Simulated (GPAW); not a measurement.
Two runs for the O K edge of atom 3 in TiO2 (Anatase, I4_1/amd). Run A: GPAW, revPBE, full core hole (charged cell), 12-atom cell with 5.4 Å between holes, 5×5×5 k points, dipole transitions, Gaussian full width 0.9 eV up to 4 eV, rising linearly to 3.5 eV at 25 eV. Run B differs in one choice.

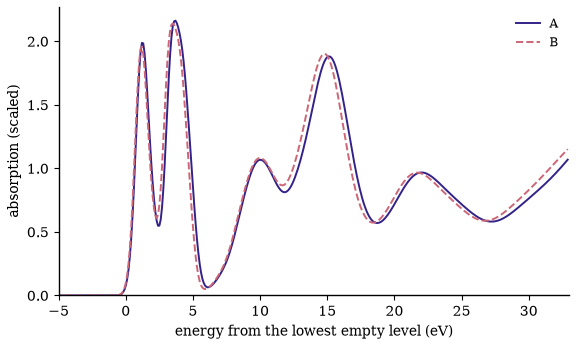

Energy from the lowest empty level; intensity scaled to a mean of 1 over the first 20 eV.

What was changed?
a) the broadening
b) the volume of the cell
c) the plane-wave cutoff
d) the size of the supercell

(b): run B changes the volume scale from 1 to 1.03. The scaled spectrum changes by 11 % r.m.s. The highest intensity below 16 eV goes from 3.7 eV (2.16) to 3.5 eV (2.14). Other settings could leave a like mark; this is the one that was changed.

[Hosts, paths, dates, database ids (printed as entryN), source tags and the programs' standing remarks are cut or masked in the printed files.]

[Lists of maxima count a maximum above −3 eV only where it reaches 4 % of the highest in the window and stands out from its surroundings by 2 % of it (1.5 % where it reaches 55 %); shoulders and weaker maxima are passed over, and of the rest the first, up to two pre-edge ones and the few strongest are named.]
